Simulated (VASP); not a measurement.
Band structure of ZrO2 (space group Fm-3m). All values below come from PBE GGA, VASP's PBE PAW potentials (set 64) (plane waves; VASP).

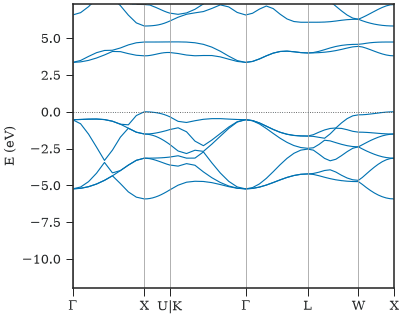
Figure. Bands along high-symmetry lines, zero at the valence-band maximum or, without a gap, the Fermi level

Q: Read the plot: is there a gap, and where are the band edges?

A: The gap is indirect, 3.36 eV, from the valence maximum at X to the conduction minimum at Γ.

The structure is a typed ZrO2 crystal (Fm-3m). The cell was not relaxed at this level.
